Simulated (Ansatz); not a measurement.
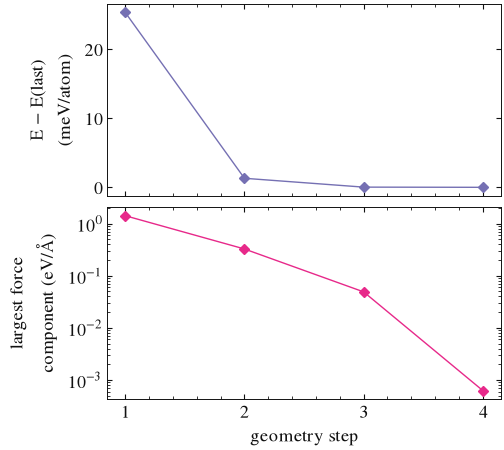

History of a geometry optimisation. Only the atoms move.

```
crystal:
  lattice:
    - [14.0, 0.0, 0.0]
    - [0.0, 14.5, 0.0]
    - [0.0, 0.0, 15.0]
  atoms:
    - { symbol: Se, position: [0.4985784434, 0.5378823866, 0.5003087187] }
    - { symbol: H, position: [0.4210224306, 0.4621176134, 0.4991264741] }
    - { symbol: H, position: [0.5789775694, 0.4655656613, 0.5008735259] }
  symmetry: { detect: false }
basis:
  ecutwfc: 420
kpoints:
  mp_grid: { grid: [1, 1, 1] }
hamiltonian:
  xc: pbe
scf:
  occupations: { method: gaussian, width: 0.005 }
output:
  forces: true
  eigenvalues: true
relax:
  adjacent_minimum: "off"
  f_tol: 0.01
  max_steps: 120
```

Command:
```bash
ansatz run input.yaml --threads 4 --pin off --max-ram 11264MiB --backend cpu --events-out ev --progress --plain --runs-dir out
```

> How did it end, and what did it gain?

The optimisation met its thresholds at geometry 4, counting the start as the first. The energy fell by about 25 meV/atom from the first step to the last. The largest force component goes from about 1.4 eV/Å at the start to 6 × 10⁻⁴ eV/Å at the end.
